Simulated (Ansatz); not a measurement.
Species, as SMILES: F[Si]F (closed-shell singlet).
Atoms: Si1, F2, F3. Bonds: Si1-F2, Si1-F3.

Basis-set convergence of the highest harmonic wavenumber at B3LYP with Ansatz (a program for electronic structure). Each level at its own minimum, finite differences of forces, unscaled; the reference is a large set that could be run, not a limit. Cartesian d functions, on some or all atoms, in 6-31+G*, 6-311+G**; all else is spherical. The program fits the integrals of some runs and decomposes those of others, by size. No added dispersion term, no relativity. Reference: the value in aug-pcseg-2, 845 cm⁻¹, itself unsure by roughly 2 cm⁻¹ (its mean distance from aug-cc-pV(T+d)Z, def2-TZVPPD). Deviations are taken from unrounded values.

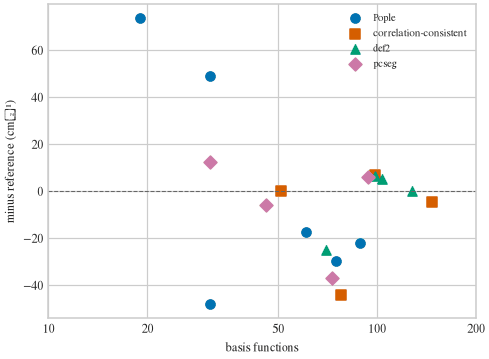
Figure. Deviation from the reference against the number of basis functions, by family of sets.

```json
[
 {"basis": "STO-3G", "functions": "19", "highest harmonic wavenumber (cm⁻¹)": "919", "minus reference (cm⁻¹)": "74"},
 {"basis": "3-21G", "functions": "31", "highest harmonic wavenumber (cm⁻¹)": "894", "minus reference (cm⁻¹)": "49"},
 {"basis": "6-31G", "functions": "31", "highest harmonic wavenumber (cm⁻¹)": "797", "minus reference (cm⁻¹)": "-48"},
 {"basis": "pcseg-0", "functions": "31", "highest harmonic wavenumber (cm⁻¹)": "858", "minus reference (cm⁻¹)": "12"},
 {"basis": "pcseg-1", "functions": "46", "highest harmonic wavenumber (cm⁻¹)": "840", "minus reference (cm⁻¹)": "-6"},
 {"basis": "cc-pV(D+d)Z", "functions": "51", "highest harmonic wavenumber (cm⁻¹)": "846", "minus reference (cm⁻¹)": "0"},
 {"basis": "6-31+G*", "functions": "61", "highest harmonic wavenumber (cm⁻¹)": "828", "minus reference (cm⁻¹)": "-17"},
 {"basis": "def2-SVPD", "functions": "70", "highest harmonic wavenumber (cm⁻¹)": "820", "minus reference (cm⁻¹)": "-25"},
 {"basis": "aug-pcseg-1", "functions": "73", "highest harmonic wavenumber (cm⁻¹)": "809", "minus reference (cm⁻¹)": "-37"},
 {"basis": "6-311+G**", "functions": "75", "highest harmonic wavenumber (cm⁻¹)": "816", "minus reference (cm⁻¹)": "-30"},
 {"basis": "aug-cc-pV(D+d)Z", "functions": "78", "highest harmonic wavenumber (cm⁻¹)": "801", "minus reference (cm⁻¹)": "-44"},
 {"basis": "6-311++G(2d,2p)", "functions": "89", "highest harmonic wavenumber (cm⁻¹)": "823", "minus reference (cm⁻¹)": "-22"},
 {"basis": "pcseg-2", "functions": "94", "highest harmonic wavenumber (cm⁻¹)": "852", "minus reference (cm⁻¹)": "6"},
 {"basis": "cc-pV(T+d)Z", "functions": "99", "highest harmonic wavenumber (cm⁻¹)": "852", "minus reference (cm⁻¹)": "7"},
 {"basis": "def2-TZVP", "functions": "99", "highest harmonic wavenumber (cm⁻¹)": "852", "minus reference (cm⁻¹)": "6"},
 {"basis": "def2-TZVPP", "functions": "104", "highest harmonic wavenumber (cm⁻¹)": "851", "minus reference (cm⁻¹)": "5"},
 {"basis": "def2-TZVPPD", "functions": "128", "highest harmonic wavenumber (cm⁻¹)": "846", "minus reference (cm⁻¹)": "0"},
 {"basis": "aug-cc-pV(T+d)Z", "functions": "147", "highest harmonic wavenumber (cm⁻¹)": "841", "minus reference (cm⁻¹)": "-5"}
]
```
